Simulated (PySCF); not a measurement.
**SVWN5/STO-6G run of N2 (nitrogen)**

What is the energy change on altering one bond length of N2 (nitrogen) at SVWN5/STO-6G? The job is set up through a Python script.

The results are computed with PySCF 2.14.0.

17 further runs of the same task are left out: 6 that didn't finish, 11 set aside as unsound or not needed.

**1. Starting point**

N2: 2 atoms, total charge 0, spin state singlet. SMILES: `N#N`. Geometry: relaxed at PBE0-D4/def2-TZVP.

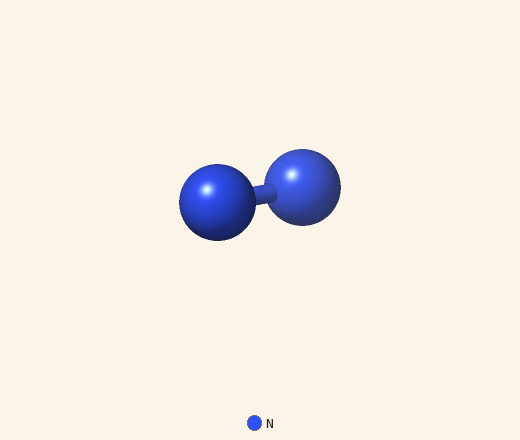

The structure, seen from a chosen angle (nitrogen blue).

**2. The energy at SVWN5/STO-6G**

The input, input.py:

```python
# N#N
from pyscf import gto, dft

system = gto.Mole()
system.atom = '''
N      0.879668    -0.284026     0.453156
N     -0.879668     0.284026    -0.453156
'''
system.max_memory = 1860
system.unit = 'bohr'
system.verbose = 3
system.basis = 'sto-6g'
system.spin = 0
system.build()

mf = dft.RKS(system, xc='svwn')
mf.grids.level = 5
mf.conv_tol = 1e-10
mf.kernel()
if not mf.converged:
    mf = mf.newton().run(mf.mo_coeff, mf.mo_occ)

e_tot = mf.e_tot
print('E(%s) = %.9f' % ('SVWN5', e_tot))
```

Command:

```
$ OMP_NUM_THREADS=1 python input.py
```

Output:

```text
converged SCF energy = -108.191953125389
E(SVWN5) = -108.191953125
```

Run time: 0.99 s. Hardware: 1 thread of Intel Xeon 6975P-C (Granite Rapids), shared host; peak memory 0.12 GiB.

**3. The distorted shape, same level**

The input, run.py:

```python
from pyscf import gto, dft

mol = gto.M(
    atom=[
    ('N', (1.582676, -0.511012, 0.815307)),
    ('N', (-0.465500, 0.150300, -0.239800)),
],
    verbose=4,
    max_memory=1860,
    charge=0,
    basis='sto-6g',
)

myscf = dft.RKS(mol, xc='svwn')
myscf.conv_tol = 1e-10
myscf.grids.level = 5
myscf.kernel()
if not myscf.converged:
    myscf = myscf.newton().run(myscf.mo_coeff, myscf.mo_occ)

e_tot = myscf.e_tot
print('Final energy', e_tot)
```

Command:

```
$ OMP_NUM_THREADS=1 python run.py
```

Output:

```text
PySCF version 2.14.0

[INPUT] num. atoms = 2
[INPUT] num. electrons = 14
[INPUT] charge = 0
[INPUT] spin (= nelec alpha-beta = 2S) = 0
[INPUT] symmetry False subgroup None
[INPUT] Mole.unit = angstrom
[INPUT] Symbol           X                Y                Z      unit          X                Y                Z       unit  Magmom
[INPUT]  1 N      1.582676000000  -0.511012000000   0.815307000000 AA    2.990824183922  -0.965672726366   1.540706937441 Bohr   0.0
[INPUT]  2 N     -0.465500000000   0.150300000000  -0.239800000000 AA   -0.879667510985   0.284025836522  -0.453156324671 Bohr   0.0

nuclear repulsion = 10.8175564148319
number of shells = 6
number of NR pGTOs = 60
number of NR cGTOs = 10
basis = sto-6g
ecp = {}

******** <class 'pyscf.dft.rks.RKS'> ********
method = RKS
initial guess = minao
damping factor = 0
level_shift factor = 0
DIIS = <class 'pyscf.scf.diis.CDIIS'>
diis_start_cycle = 1
diis_space = 8
diis_damp = 0
SCF conv_tol = 1e-10
SCF conv_tol_grad = None
SCF max_cycles = 50
direct_scf = True
direct_scf_tol = 1e-13
XC library pyscf.dft.libxc version 7.0.0
    S. Lehtola, C. Steigemann, M. J.T. Oliveira, and M. A.L. Marques.,  SoftwareX 7, 1–5 (2018)
XC functionals = svwn
    P. A. M. Dirac.,  Math. Proc. Cambridge Philos. Soc. 26, 376 (1930)
    F. Bloch.,  Z. Phys. 57, 545 (1929)
    S. H. Vosko, L. Wilk, and M. Nusair.,  Can. J. Phys. 58, 1200 (1980)
radial grids:
    Treutler-Ahlrichs [JCP 102, 346 (1995); DOI:10.1063/1.469408] (M4) radial grids

becke partition: Becke, JCP 88, 2547 (1988); DOI:10.1063/1.454033
pruning grids: <function nwchem_prune>
grids dens level: 5
symmetrized grids: False
atomic radii adjust function: <function treutler_atomic_radii_adjust>
small_rho_cutoff = 0
Set gradient conv threshold to 1e-05
Initial guess from minao.
tot grids = 84232
init E= -107.619875833596
  HOMO = -0.153653199825576  LUMO = -0.134525347741771  gap/eV = 0.52050
cycle= 1 E= -107.74615226532  delta_E= -0.126  |g|= 0.0191  |ddm|= 2.33
  HOMO = -0.127112184178091  LUMO = -0.107823135909316  gap/eV = 0.52488
cycle= 2 E= -107.746319708588  delta_E= -0.000167  |g|= 0.00944  |ddm|= 0.0591
  HOMO = -0.126093452712969  LUMO = -0.106857630863776  gap/eV = 0.52343
cycle= 3 E= -107.746377426242  delta_E= -5.77e-05  |g|= 7.86e-05  |ddm|= 0.0201
  HOMO = -0.126103306676741  LUMO = -0.106867022963148  gap/eV = 0.52345
cycle= 4 E= -107.746377430263  delta_E= -4.02e-09  |g|= 3.84e-08  |ddm|= 0.000166
  HOMO = -0.126103311932034  LUMO = -0.106867028148005  gap/eV = 0.52345
cycle= 5 E= -107.746377430261  delta_E= 1.48e-12  |g|= 2.83e-06  |ddm|= 1.75e-06
  HOMO = -0.126103312469239  LUMO = -0.106867028608173  gap/eV = 0.52345
Extra cycle  E= -107.746377413929  delta_E= 1.63e-08  |g|= 0.000298  |ddm|= 0.000174
SCF not converged.
SCF energy = -107.746377413929

******** <class 'pyscf.soscf.newton_ah.SecondOrderRKS'> ********
method = SecondOrderRKS
initial guess = minao
damping factor = 0
level_shift factor = 0
DIIS = <class 'pyscf.scf.diis.CDIIS'>
diis_start_cycle = 1
diis_space = 8
diis_damp = 0
SCF conv_tol = 1e-10
SCF conv_tol_grad = None
SCF max_cycles = 50
direct_scf = True
direct_scf_tol = 1e-13
XC library pyscf.dft.libxc version 7.0.0
    S. Lehtola, C. Steigemann, M. J.T. Oliveira, and M. A.L. Marques.,  SoftwareX 7, 1–5 (2018)
XC functionals = svwn
    P. A. M. Dirac.,  Math. Proc. Cambridge Philos. Soc. 26, 376 (1930)
    F. Bloch.,  Z. Phys. 57, 545 (1929)
    S. H. Vosko, L. Wilk, and M. Nusair.,  Can. J. Phys. 58, 1200 (1980)
radial grids:
    Treutler-Ahlrichs [JCP 102, 346 (1995); DOI:10.1063/1.469408] (M4) radial grids

becke partition: Becke, JCP 88, 2547 (1988); DOI:10.1063/1.454033
pruning grids: <function nwchem_prune>
grids dens level: 5
symmetrized grids: False
atomic radii adjust function: <function treutler_atomic_radii_adjust>
small_rho_cutoff = 0
******** <class 'pyscf.dft.rks.RKS'> Newton solver flags ********
SCF tol = 1e-10
conv_tol_grad = None
max. SCF cycles = 50
direct_scf = True
direct_scf_tol = 1e-13
max_cycle_inner = 12
max_stepsize = 0.05
ah_start_tol = 1e+09
ah_level_shift = 0
ah_conv_tol = 1e-12
ah_lindep = 1e-14
ah_start_cycle = 1
ah_max_cycle = 40
ah_grad_trust_region = 2.5
kf_interval = 4
kf_trust_region = 5
canonicalization = True
Set conv_tol_grad to 1e-05
  HOMO = -0.126103703437274  LUMO = -0.106866637383046  gap/eV = 0.52347
Initial guess E= -107.746377413929  |g|= 0.000297758
macro= 0  E= -107.746377430262  delta_E= -1.63326e-08  |g|= 0.000297758  1 KF 3 JK
macro= 1  E= -107.746377430262  delta_E= -1.13687e-13  |g|= 3.10926e-06  1 KF 2 JK
Canonicalize SCF orbitals
macro X = 2  E=-107.746377430262  |g|= 3.10926e-06  total 3 KF 8 JK
converged SCF energy = -107.746377430262
Final energy -107.74637743026213
```

Wall time 1.4 s (1 thread of Intel Xeon 6975P-C (Granite Rapids), shared host); peak memory 0.13 GiB.

**4. Results**

At SVWN5/STO-6G:

```
                                                         quantity          value
                                        first shape: total energy  -108.19195 Eh
                                       first shape: dipole moment         0.00 D
                                         first shape: HOMO energy       -7.82 eV
                                         first shape: LUMO energy       -0.04 eV
                                       first shape: HOMO–LUMO gap        7.78 eV
                                    distorted shape: total energy  -107.74638 Eh
                                   distorted shape: dipole moment         0.00 D
                                     distorted shape: HOMO energy       -3.43 eV
                                     distorted shape: LUMO energy       -2.91 eV
                                   distorted shape: HOMO–LUMO gap        0.52 eV
energy change with the N1–N2 bond stretched from 1.090 to 2.397 Å      12.125 eV
```

In words: One bond (distorted shape) is far stretched, which a spin-restricted single reference describes badly; a broken-symmetry solution may lie lower. With the N1–N2 bond stretched from 1.090 to 2.397 Å the energy rises by 12.12 eV (1170 kJ/mol). The first shape isn't relaxed at this level, so the change isn't measured from a minimum. A restricted reference can't describe the breaking bond well at this length. The minimal basis adds a large error of its own.
